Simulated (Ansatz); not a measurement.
A series of calculations on CH5BBrFO

**1. Relaxation**

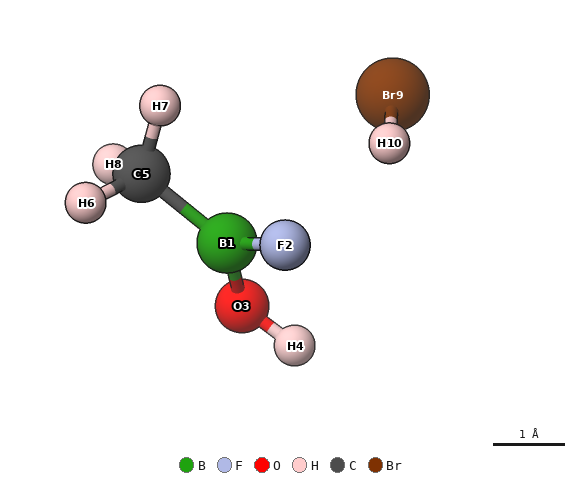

Starting structure of CH$_{5}$BBrFO. Style: ball-and-stick. Shown at a tilt.

The run prepares an end point of a later path (reaction) calculation, from a guessed geometry.

The calculation used RHF/def2-SVPD (Ansatz).

Input
```yaml
crystal:
  periodic: [false, false, false]
  atoms:
    - { symbol: B, position_ang: [-0.092428, -0.294221, -0.145453] }
    - { symbol: F, position_ang: [-0.01903, -0.397687, 1.184311] }
    - { symbol: O, position_ang: [1.047225, -0.460585, -0.840217] }
    - { symbol: H, position_ang: [1.822968, -0.605824, -0.32198] }
    - { symbol: C, position_ang: [-1.483735, -0.086519, -0.839208] }
    - { symbol: H, position_ang: [-2.008184, -1.044946, -0.876337] }
    - { symbol: H, position_ang: [-2.114619, 0.601653, -0.27626] }
    - { symbol: H, position_ang: [-1.374287, 0.273268, -1.861224] }
    - { symbol: Br, position_ang: [0.39846, 2.739602, 0.911548] }
    - { symbol: H, position_ang: [0.215731, 1.605959, 1.85652] }
basis:
  gaussian: { orbitals: def2-SVPD }
hamiltonian:
  xc: hf
relax:
  f_tol: 0.03
  max_steps: 50
```

Run as
```bash
ansatz run input.yaml --threads 4 --pin off --max-ram 5120MiB --backend cpu --events-out ev --progress --plain --runs-dir out
```

Question: Where does the relaxation end?

Answer: Br9 moves most after the best rigid fit: 2.23 Å. By element the largest moves are Br 2.23 Å, H 1.41 Å, F 1.28 Å, O 0.60 Å, B 0.41 Å, C 0.37 Å. Near-neighbour distances that change, for instance: Br9–H10 1.487 → 1.412 Å, B1–F2 1.336 → 1.346 Å, B1–O3 1.345 → 1.341 Å. Over 32 accepted moves (34 points after the start) the energy falls by 23.6 kJ/mol. The largest force component goes from 1.6 to 0.027 eV/Å. The line search rejected the trial steps at points 11, 23 of the run. The forces were under the threshold at step 27, but the run went on from there. Cost: 99 s on 4 threads of Arm Neoverse V1 (shared host), peak memory 0.52 GiB.

Final geometry:

```xyz
10

B    -0.0756   -0.2697   -0.5547
F     0.2270    0.6045    0.4234
O     0.9270   -1.0102   -1.0487
H     1.7740   -0.8537   -0.6614
C    -1.5574   -0.3760   -1.0548
H    -2.2110   -0.6625   -0.2263
H    -1.9073    0.5985   -1.4056
H    -1.6715   -1.1020   -1.8585
Br    0.5196    3.1886    3.0937
H     0.3672    2.2132    2.0846
```

The end point in the same view:

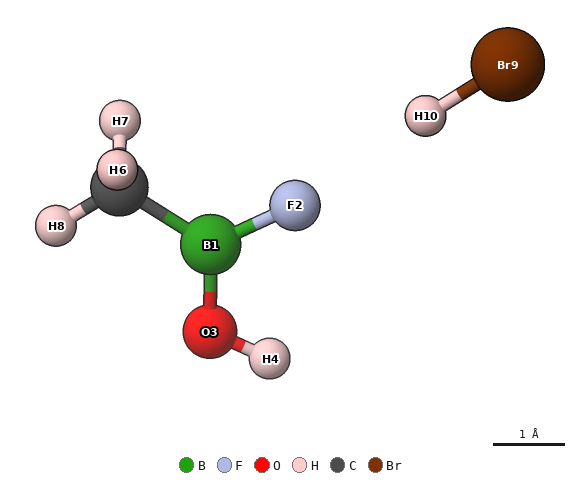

Limits of the set-up: Hartree-Fock leaves out electron correlation.

**2. Relaxation**

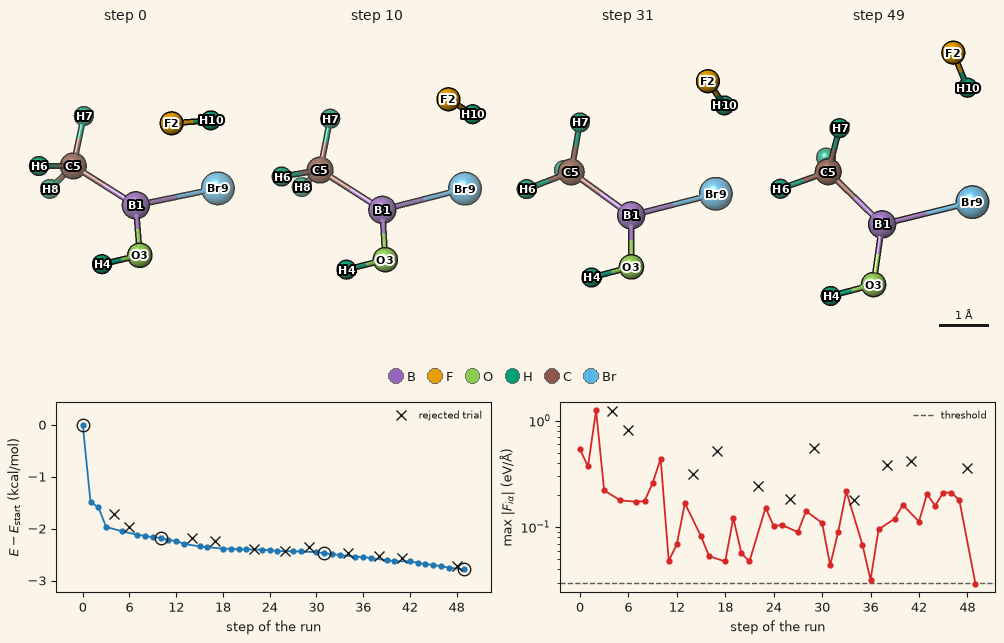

Frames of a relaxation of CH5BBrFO, marked on the history of the run. A ball-and-stick model, seen at a tilt.

The run prepares an end point of a later path (reaction) calculation, from a guessed geometry.

The calculation used RHF/def2-SVPD (Ansatz). Set-up: no spin polarisation; force threshold 0.03 eV/Å; at most 50 steps.

**What happens along the run?**

The energy falls by 2.78 kcal/mol in 38 accepted moves (49 points after the start). Largest force component: 0.54 eV/Å at the start, 0.029 eV/Å at the end. The line search rejected the trial steps at points 4, 6, 14, 17, 22, 26, 29, 34 and more of the run. The largest move after the best rigid fit is that of F2, 1.65 Å. Largest moves by element: F 1.65 Å, H 1.12 Å, O 0.79 Å, Br 0.76 Å, B 0.43 Å, C 0.28 Å. Near-neighbour distances that change, for instance: B1–Br9 2.023 → 1.974 Å, C5–H8 1.098 → 1.093 Å, F2–H10 0.909 → 0.905 Å. Groups turn about B1–C5 by about 25°. The run took 2.4 min on 4 threads of Arm Neoverse V1 (shared host), peak memory 0.55 GiB. From step 0 to 10: F2 moves most (0.79 Å), energy −2.18 kcal/mol. From step 10 to 31: H7 moves most (0.50 Å), energy −0.30 kcal/mol. From step 31 to 49: F2 moves most (0.76 Å), energy −0.31 kcal/mol.

Limits of the set-up: the start holds two separate molecules, 2.5 Å apart at their closest, whose relative position is a soft coordinate and is computed without a dispersion correction; Hartree-Fock leaves out electron correlation.

**3. Path**

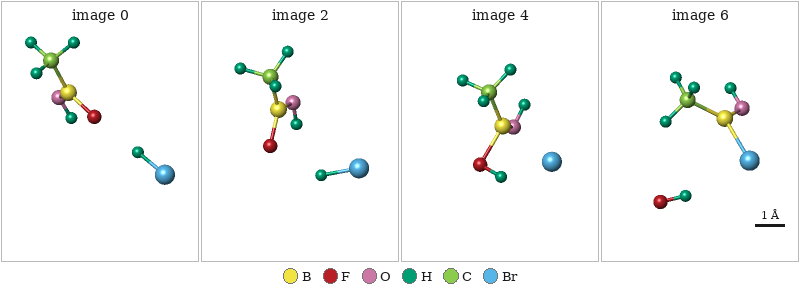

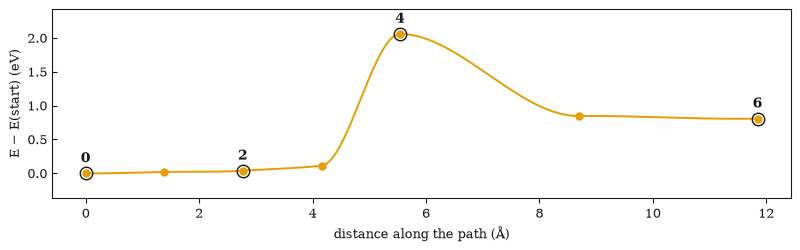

NEB run on CH5BBrFO, made up at the start of CH$_{4}$BFO and HBr. Images are numbered from 0 (start) to 6 (end). Style: ball-and-stick. Shown from a free direction.

Method: RHF/def2-SVPD (Ansatz). Set-up: 5 movable images; climbing image; force threshold 0.05 eV/Å; iteration limit 60; starting path through a guess of the saddle point.

Question: Read off the barrier and say what moves.

Answer: Forward barrier 2.06 eV, backward barrier 1.25 eV, with image 4 at the top; the reaction energy is +0.81 eV. Breaking: B–F (1.35 → 4.02 Å), Br–H (1.41 → 2.62 Å). Forming: B–Br (5.06 → 1.97 Å), F–H (2.32 → 0.90 Å). The band is converged. At the top, the vibrational analysis gives one imaginary mode (400i cm⁻¹), as a transition state must have.

Limits of the set-up: the start holds two separate molecules, 2.3 Å apart at their closest, whose relative position is a soft coordinate and is computed without a dispersion correction; Hartree-Fock leaves out electron correlation.

The run took 10 min on 4 threads of Arm Neoverse V1, on a shared host, peak memory 0.56 GiB.
